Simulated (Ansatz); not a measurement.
# GeH4NO: the cost of one run

The runs use Ansatz 0.2.0, Gaussian basis; the settings change from run to run.

**1. The relaxed structure**

The geometry comes from an earlier relaxation with PBE0-D4 in a triple-zeta def2 set; it is a stationary point, not always the lowest conformer.

7 atoms, charge 0, spin multiplicity 2.

Atoms are counted from 1 here; the program's logs count them from 0.

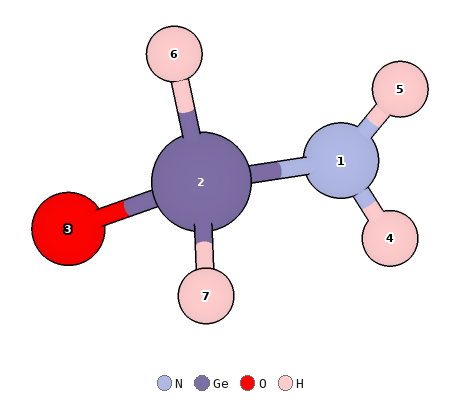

The structure; nitrogen light blue, germanium purple, oxygen red, hydrogen pink; atoms are numbered from 1 in the order of the file.

As a file:

```xyz
7

N    -1.01365    0.10046   -0.53257
Ge    0.55329   -0.08948    0.36829
O     0.81499   -1.81320    0.78791
H    -1.02820   -0.11875   -1.51611
H    -1.54873    0.93307   -0.34233
H     0.45067    0.75532    1.64540
H     1.83282    0.16459   -0.45630
```

**2. SPW92/def2-TZVPD**

Set apart from the defaults: restricted open-shell orbitals, finite nuclei, a point charge of 1.00 e beside it, the search for lower states set to light.

The input, in.yaml:

```yaml
crystal:
  periodic: [false, false, false]
  atoms:
    - {symbol: N, position_ang: [-1.013648, 0.100460, -0.532571]}
    - {symbol: Ge, position_ang: [0.553295, -0.089484, 0.368294]}
    - {symbol: O, position_ang: [0.814994, -1.813202, 0.787913]}
    - {symbol: H, position_ang: [-1.028202, -0.118748, -1.516112]}
    - {symbol: H, position_ang: [-1.548727, 0.933066, -0.342326]}
    - {symbol: H, position_ang: [0.450672, 0.755316, 1.645402]}
    - {symbol: H, position_ang: [1.832816, 0.164590, -0.456302]}
basis:
  gaussian: {orbitals: def2-TZVPD, nuclear_model: gaussian, point_charges: [{charge: 1.00, position_ang: [4.556, 0.825, -0.009]}]}
magnetization: {spin_polarized: false, initial_magnetization: 1}
hamiltonian: {xc: {name: SPW92}}
scf: {lower_state_search: light}
output: {forces: true}
```

Run with:

```console
$ ansatz run in.yaml --threads 4 --pin off --events-out ev --progress --plain --max-ram 10444MiB
```

**Question.** How long does this run take on 4 threads of Arm Neoverse V1, shared host, and how much memory does it need?

About 8 s, with a peak of 0.43 GiB.
